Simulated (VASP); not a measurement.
## Lattice of P across functionals and dispersion corrections

Which functional gives the lattice of P as experiment finds it, and is a dearer one worth its cost? The levels: PBE, LDA, r2SCAN and PBE + D3(BJ). LASPH is on for some levels and off for others; the table marks which. The start is a cell from a database of measured crystal structures.

Calculated with VASP 6.6.1; PBE; plane waves and PAW (P), in the first sound run; inputs show where later runs differ.

The experiments to compare with:

“Surface Structure Determination of Black Phosphorus Using Photoelectron Diffraction” (2015, arxiv:1511.02668) quotes from earlier work for P, orthorhombic black phosphorus (A17) (bulk, earlier literature): lattice constant a (bulk a) 3.313 Å [literature value (Cartz et al.) used as starting model]; lattice constant b (bulk b (stacking direction)) 10.473 Å [literature value (Cartz et al.) used as starting model]; lattice constant c (bulk c) 4.374 Å [literature value (Cartz et al.) used as starting model].

## 1. Starting point

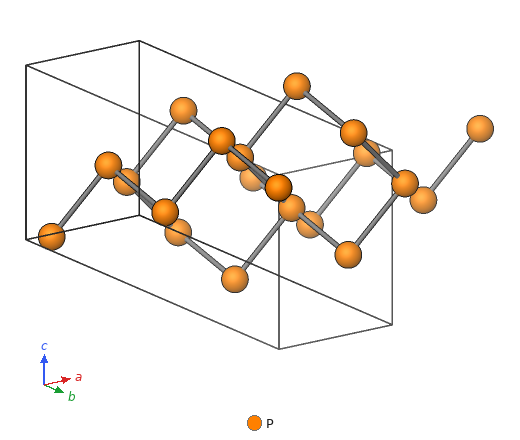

The starting structure, seen from a free direction (phosphorus orange). 2×1×1 cells are drawn. This picture shows the conventional cell, with its axes. Some periodic images of atoms are drawn too.

## 2. Relaxation with PBE

The start need not lie at this functional's minimum. ISIF = 3 frees volume, shape and positions, and EDIFFG sets the threshold on forces and stress at which the search stops. PBE, the usual starting point, adds the gradient of the density.

INCAR

```
SYSTEM = P
PREC = Accurate
ENCUT = 520
EDIFF = 1E-06
NELM = 100
ISMEAR = -1
SIGMA = 0.05
LREAL = .FALSE.
ALGO = Normal
GGA = PE
NBANDS = 16
LORBIT = 11
LWAVE = .FALSE.
LCHARG = .FALSE.
KPAR = 2
IBRION = 2
NSW = 60
ISIF = 3
EDIFFG = -0.01
```

POSCAR

```
P
1.0
    3.3164000000      0.0000000000      0.0000000000
    0.0000000000      0.0000000000      4.3793000000
    1.6582000000     -5.2420000000      0.0000000000
P
4
Direct
    0.1016200000      0.0806800000      0.7967600000
    0.3983800000      0.5806800000      0.2032400000
    0.8983800000      0.9193200000      0.2032400000
    0.6016200000      0.4193200000      0.7967600000
```

KPOINTS

```
Automatic mesh
0
Gamma
7 5 7
0 0 0
```

The projector-augmented-wave data sets are P (PBE family, release 64).

The run is started by

```console
$ mpirun -np 2 vasp_std
```

Log:

```text
[banner, memory and clock lines left out]
running    2 mpi-ranks, on    1 nodes
 distrk:  each k-point on    1 cores,    2 groups
 distr:  one band on    1 cores,    1 groups

 POSCAR found type information on POSCAR P
 POSCAR found :  1 types and       4 ions
 LDA part: xc-table for (Slater+PW92), standard interpolation
 POSCAR, INCAR and KPOINTS ok, starting setup
 FFT: planning ... GRIDC
 FFT: planning ... GRID_SOFT
 FFT: planning ... GRID
 WAVECAR not read
 entering main loop
       N       E                     dE             d eps       ncg     rms          rms(c)
DAV:   1     0.592371783969E+02    0.59237E+02   -0.84422E+03  1536   0.106E+03
DAV:   2    -0.182060872058E+02   -0.77443E+02   -0.74463E+02  2080   0.158E+02
DAV:   3    -0.215772240931E+02   -0.33711E+01   -0.33565E+01  2136   0.361E+01
DAV:   4    -0.216120902387E+02   -0.34866E-01   -0.34857E-01  1896   0.434E+00
DAV:   5    -0.216127816524E+02   -0.69141E-03   -0.69139E-03  2136   0.569E-01    0.103E+01
DAV:   6    -0.214976027705E+02    0.11518E+00   -0.61611E-02  1808   0.138E+00    0.606E+00
DAV:   7    -0.214484723298E+02    0.49130E-01   -0.10622E-01  1920   0.186E+00    0.281E-01
DAV:   8    -0.214484642832E+02    0.80467E-05   -0.94478E-03  1712   0.606E-01    0.117E-01
DAV:   9    -0.214485358388E+02   -0.71556E-04   -0.39575E-04  2184   0.132E-01    0.715E-02
DAV:  10    -0.214485612854E+02   -0.25447E-04   -0.45642E-05  1888   0.396E-02    0.307E-02
DAV:  11    -0.214485707877E+02   -0.95022E-05   -0.13364E-05  1832   0.274E-02    0.571E-03
DAV:  12    -0.214485712299E+02   -0.44224E-06   -0.45725E-07  1080   0.455E-03
   1 F= -.21448571E+02 E0= -.21447429E+02  d E =-.214486E+02
 curvature:   0.00 expect dE= 0.000E+00 dE for cont linesearch  0.000E+00
 trial: gam= 0.00000 g(F)=  0.533E-03 g(S)=  0.257E-01 ort = 0.000E+00 (trialstep = 0.100E+01)
 search vector abs. value=  0.262E-01
 bond charge predicted
       N       E                     dE             d eps       ncg     rms          rms(c)
DAV:   1    -0.214840597691E+02   -0.35489E-01   -0.77339E-01  1904   0.459E+00    0.101E+00
DAV:   2    -0.214641684405E+02    0.19891E-01   -0.35438E-02  1744   0.104E+00    0.583E-01
DAV:   3    -0.214555334625E+02    0.86350E-02   -0.19696E-02  1832   0.678E-01    0.124E-01
DAV:   4    -0.214555012847E+02    0.32178E-04   -0.59983E-04  2032   0.154E-01    0.839E-02
DAV:   5    -0.214554564633E+02    0.44821E-04   -0.54598E-05  1920   0.449E-02    0.339E-02
DAV:   6    -0.214554484129E+02    0.80504E-05   -0.88152E-06  1784   0.176E-02    0.104E-02
DAV:   7    -0.214554474154E+02    0.99753E-06   -0.31384E-07   992   0.397E-03
   2 F= -.21455447E+02 E0= -.21454448E+02  d E =-.687619E-02
[... from here on, the cycles between the ionic steps are left out ...]
   3 F= -.21457339E+02 E0= -.21456284E+02  d E =-.876756E-02
   4 F= -.21461431E+02 E0= -.21460430E+02  d E =-.409213E-02
   5 F= -.21469770E+02 E0= -.21468926E+02  d E =-.124316E-01
   6 F= -.21469924E+02 E0= -.21469311E+02  d E =-.125848E-01
   7 F= -.21472565E+02 E0= -.21471853E+02  d E =-.152260E-01
   8 F= -.21474382E+02 E0= -.21473721E+02  d E =-.181678E-02
   9 F= -.21478886E+02 E0= -.21478399E+02  d E =-.632161E-02
  10 F= -.21483449E+02 E0= -.21483232E+02  d E =-.108845E-01
  11 F= -.21483632E+02 E0= -.21483456E+02  d E =-.110674E-01
  12 F= -.21484169E+02 E0= -.21483992E+02  d E =-.537098E-03
  13 F= -.21484788E+02 E0= -.21484603E+02  d E =-.115595E-02
  14 F= -.21484789E+02 E0= -.21484605E+02  d E =-.115702E-02
  15 F= -.21484790E+02 E0= -.21484606E+02  d E =-.115800E-02
  16 F= -.21484790E+02 E0= -.21484605E+02  d E =-.115762E-02
  17 F= -.21484883E+02 E0= -.21484697E+02  d E =-.934353E-04
  18 F= -.21485031E+02 E0= -.21484837E+02  d E =-.241440E-03
  19 F= -.21485132E+02 E0= -.21484943E+02  d E =-.101097E-03
 ZBRENT: can't locate minimum, use default step
 trial-energy change:   -0.000101  1 .order   -0.000100   -0.000111   -0.000090
 step:   1.3162(harm=  1.7173)  dis= 0.00316  next Energy=   -21.485321 (dE=-0.290E-03)
 bond charge predicted
       N       E                     dE             d eps       ncg     rms          rms(c)
DAV:   1    -0.214852967265E+02   -0.16414E-03   -0.26046E-02  1536   0.797E-01    0.727E-02
DAV:   2    -0.214853446245E+02   -0.47898E-04   -0.14310E-03  2120   0.252E-01    0.319E-02
DAV:   3    -0.214853096425E+02    0.34982E-04   -0.67337E-05  1816   0.510E-02    0.140E-02
DAV:   4    -0.214853074006E+02    0.22419E-05   -0.20804E-05  2072   0.252E-02    0.870E-03
DAV:   5    -0.214853069861E+02    0.41451E-06   -0.15242E-06  1272   0.847E-03
  20 F= -.21485307E+02 E0= -.21485132E+02  d E =-.275770E-03
 curvature:  -1.96 expect dE=-0.922E-04 dE for cont linesearch -0.132E-04
 trial: gam= 0.00000 g(F)=  0.321E-05 g(S)=  0.438E-04 ort = 0.751E-04 (trialstep = 0.526E+00)
 search vector abs. value=  0.470E-04
 reached required accuracy - stopping structural energy minimisation
```

It took 2 min on 2 MPI ranks of Intel Xeon 6975P-C (Granite Rapids), shared host; peak memory 0.42 GiB; 3.5 min of CPU time.

Lines that name or quote the potential files are left out of all logs, and their timing lines are given in words.

Parts of OUTCAR (step 2):

```text
ion  position               nearest neighbor table
   1  0.102  0.081  0.797-   4 2.22   4 2.22   3 2.24
   2  0.398  0.581  0.203-   3 2.22   3 2.22   4 2.24
   3  0.898  0.919  0.203-   2 2.22   2 2.22   1 2.24
   4  0.602  0.419  0.797-   1 2.22   1 2.22   2 2.24

  LATTYP: Found a base centered orthorhombic cell.
 ALAT       =     3.3164000000
 B/A-ratio  =     3.1612591967
 C/A-ratio  =     1.3204981305

 Subroutine GETGRP returns: Found  8 space group operations
 (whereof  4 operations were pure point group operations)

The static configuration has the point symmetry C_2h.
 The point group associated with its full space group is D_2h.

 Found     48 irreducible k-points:

   k-points           NKPTS =     48   k-points in BZ     NKDIM =     48   number of bands    NBANDS=     16

   dimension x,y,z NGX =    28 NGY =   36 NGZ =   42
   dimension x,y,z NGXF=    56 NGYF=   72 NGZF=   84

   ENCUT  =  520.0 eV  38.22 Ry    6.18 a.u.   6.17  8.14 10.22*2*pi/ulx,y,z

   NELECT =      20.0000    total number of electrons

 k-points in reciprocal lattice and weights: Automatic mesh
   0.00000000  0.00000000  0.00000000       0.004
   0.14285714  0.00000000  0.00000000       0.016
   0.28571429  0.00000000  0.00000000       0.016
   0.42857143  0.00000000  0.00000000       0.016
   0.00000000  0.20000000  0.00000000       0.008
   0.14285714  0.20000000  0.00000000       0.033
   0.28571429  0.20000000  0.00000000       0.033
   0.42857143  0.20000000  0.00000000       0.033
   0.00000000  0.40000000  0.00000000       0.008
[...]
0.00000000  0.40000000  0.42857143       0.016
  -0.14285714  0.40000000  0.42857143       0.016

 average (electrostatic) potential at core
       1 -84.0691       2 -84.0691       3 -84.0691       4 -84.0691

 E-fermi :   5.5229

 k-point     1 :       0.0000    0.0000    0.0000
  band No.  band energies     occupation
    ...
      6       0.6607      2.00000
      7       1.5757      2.00000
      8       2.7956      2.00000
      9       3.0848      2.00000
     10       4.3922      2.00000
     11       6.1613      0.00001
     12       6.6033      0.00000
     13       7.4738      0.00000
     14       8.2886      0.00000
     15      10.8170      0.00000
    ...

 k-point     2 :       0.1429    0.0000    0.0000
  band No.  band energies     occupation
    ...
      6       0.5053      2.00000
      7       0.8491      2.00000
      8       2.2174      2.00000
      9       2.9104      2.00000
     10       4.4634      2.00000
     11       6.3944      0.00000
     12       7.2493      0.00000
     13       8.3481      0.00000
     14       8.9574      0.00000
     15       9.6410      0.00000
    ...

 k-point     3 :       0.2857    0.0000    0.0000
  band No.  band energies     occupation
    ...
      6      -0.2971      2.00000
      7       1.3545      2.00000
      8       2.0286      2.00000
      9       2.9872      2.00000
     10       4.2120      2.00000
     11       5.9491      0.00040
     12       7.1430      0.00000
     13       7.6065      0.00000
     14       7.8878      0.00000
     15       9.1010      0.00000
    ...

  Total       -0.0381041      0.0388691     -0.0258995      0.0000000      0.0000000      0.0000000
  in kB       -0.7215170      0.7360026     -0.4904172      0.0000000      0.0000000      0.0000000
  external PRESSURE =      -0.1586438 kB  Pullay stress =       0.0000000 kB

  energy-cutoff  :      520.00
  volume of cell :       84.61
      direct lattice vectors                 reciprocal lattice vectors
     3.311925837  0.000000000  0.000000000     0.301939128  0.089227913 -0.000000000
     0.000000000  0.000000000  4.559169299     0.000000000  0.000000000  0.219338203
     1.655962919 -5.603627621  0.000000000     0.000000000 -0.178455827  0.000000000

 POSITION                                       TOTAL-FORCE (eV/Angst)
 -----------------------------------------------------------------------------------
      1.65596     -4.54615      0.39577         0.000000     -0.000645     -0.004027
      1.65596     -1.05748      2.67535        -0.000000      0.000645     -0.004027
      3.31193     -1.05748      4.16340        -0.000000      0.000645      0.004027
      3.31193     -4.54615      1.88382         0.000000     -0.000645      0.004027
 -----------------------------------------------------------------------------------
    total drift:                                0.000000     -0.000000     -0.000000

  FREE ENERGIE OF THE ION-ELECTRON SYSTEM (eV)
  ---------------------------------------------------
  free  energy   TOTEN  =       -21.4853069861 eV

  energy  without entropy=      -21.4849574891  energy(sigma->0) =      -21.48513224

 reached required accuracy - stopping structural energy minimisation

 total charge
# of ion       s       p       d       tot
------------------------------------------
    1        1.082   1.375   0.000   2.457
    2        1.082   1.375   0.000   2.457
    3        1.082   1.375   0.000   2.457
    4        1.082   1.375   0.000   2.457
--------------------------------------------------
tot          4.326   5.501   0.000   9.828

[... 3 further parts left out ...]
```

CONTCAR:

```
P
   1.00000000000000
     3.3119258370017954    0.0000000000000000    0.0000000000000000
     0.0000000000000000    0.0000000000000000    4.5591692994778725
     1.6559629185008977   -5.6036276205023352    0.0000000000000000
  P
     4
Direct
     0.0943567704953524    0.0868072010396232    0.8112864590092878
     0.4056432295046474    0.5868072010396234    0.1887135409907120
     0.9056432295046476    0.9131927989603766    0.1887135409907120
     0.5943567704953524    0.4131927989603768    0.8112864590092878
```

The gap is read on the k-mesh alone, so it is an upper bound where the band edges lie off the mesh. The bonds form layers, held to each other by dispersion, which PBE lacks, so the spacing between them is unreliable. After so large a change of volume the plane waves of the start cell no longer fit, so the final stress carries a basis-set error. The run keeps the 8 symmetry operations of its start, so it cannot find a distortion of lower symmetry.

Relaxation path:

```tsv
step	energy less that of the first step (eV)	largest force (eV/Å)	pressure (GPa)	volume (Å³)
1	0.0000	0.0525	1.74	76.13
2	-0.0069	0.2329	-0.69	78.43
3	-0.0088	0.1442	0.06	77.69
4	-0.0129	0.1275	0.06	78.14
5	-0.0212	0.1543	0.14	79.52
6	-0.0214	0.3819	0.41	82.29
7	-0.0240	0.2578	0.28	80.92
8	-0.0258	0.2361	0.24	81.17
9	-0.0303	0.1687	0.12	81.94
10	-0.0349	0.0305	-0.07	83.48
11	-0.0351	0.0199	-0.12	83.87
12	-0.0356	0.0137	-0.07	83.98
13	-0.0362	0.0070	0.05	84.28
14	-0.0362	0.0057	0.04	84.25
15	-0.0362	0.0058	0.05	84.26
16	-0.0362	0.0062	0.06	84.27
17	-0.0363	0.0128	0.02	84.34
18	-0.0365	0.0330	-0.06	84.54
19	-0.0366	0.0255	-0.05	84.56
20	-0.0367	0.0041	-0.02	84.61
```

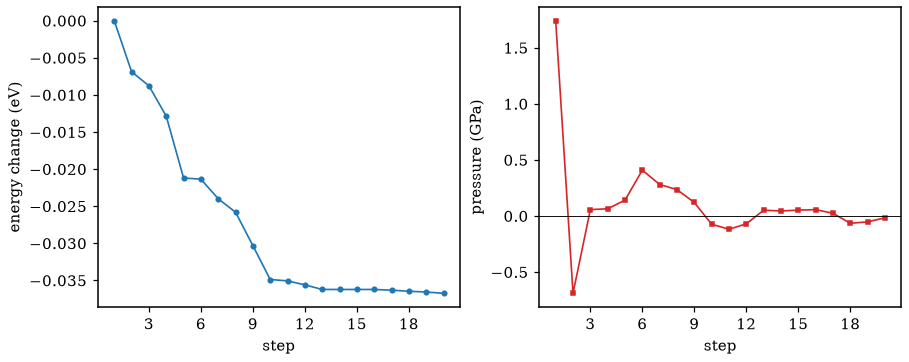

Energy and pressure along the relaxation.

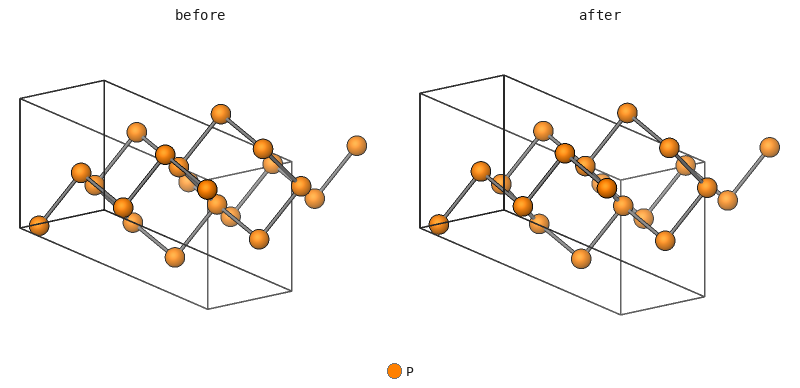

Before and after, at one scale.

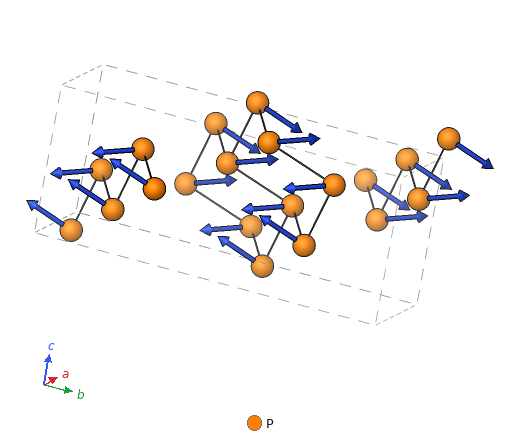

Displacements in the relaxation, exaggerated, measured against the changing cell; the longest in the cell stands for 0.09 Å. 2×1×1 conventional cells are drawn. Some periodic images of atoms are drawn too.

```tsv
conventional cell, symmetrised	before	after	change
a (Å)	3.316	3.312	-0.1 %
b (Å)	10.484	11.207	+6.9 %
c (Å)	4.379	4.559	+4.1 %
volume (Å³/atom)	19.03	21.15	+11.1 %
```

The atoms that moved most (Å, as changes of fractional coordinates times the final cell):

```tsv
atom	dx	dy	dz	length
P2	0.000	0.081	0.028	0.086
P1	0.000	-0.081	0.028	0.086
P4	0.000	-0.081	-0.028	0.086
P3	0.000	0.081	-0.028	0.086
```

Final coordinates:

```xyz
4
Lattice="3.3119 0.0000 0.0000 0.0000 0.0000 4.5592 1.6560 -5.6036 0.0000" Properties=species:S:1:pos:R:3 pbc="T T T"
P     1.6560   -4.5461    0.3958
P     1.6560   -1.0575    2.6754
P     3.3119   -1.0575    4.1634
P     3.3119   -4.5461    1.8838
```

A gap read on the k-mesh alone can miss the band edges.

Numbers from this step:

```
electrons                       : 20
bands                           : 16
irreducible k-points            : 48
symmetry operations             : 8
free energy (TOTEN)             : -21.49 eV
energy at zero smearing         : -21.49 eV
Fermi energy                    : 5.523 eV
pressure                        : -0.01586 GPa
metallic                        : no
valence top at k                : 0, 0, 0.4286
conduction bottom at k          : 0, 0, 0.4286
least direct gap at k           : 0, 0, 0.4286
SCF cycles over all ionic steps : 120
gap on the k-mesh               : 0.3149 eV
least direct gap on the k-mesh  : 0.3149 eV
```

It ends with a largest force of 0.004 eV/Å and a pressure of -0.02 GPa. The volume lies +11.1 % from that of the database's start. The conventional cell has a = 3.312, b = 11.207 and c = 4.559 Å.

(Part 1 of 3 ends here.)

[Lines on the potential files, build, host, timing and source positions are cut from VASP's logs without a mark.]

[Logs are printed without paths, hosts, clocks, repeated set-up lines and the standing remarks that a program may print on its own settings, such as how far it seeks lower states.]

[Hosts, paths, dates, database ids (printed as entryN), source tags and the programs' standing remarks are cut or masked in the printed files.]

[A measured line is paired with the nearest computed mode of its activity, which favours agreement.]

[In band tables of VASP the shares of atoms and orbitals are scaled to a sum of 1 inside the atoms' spheres.]
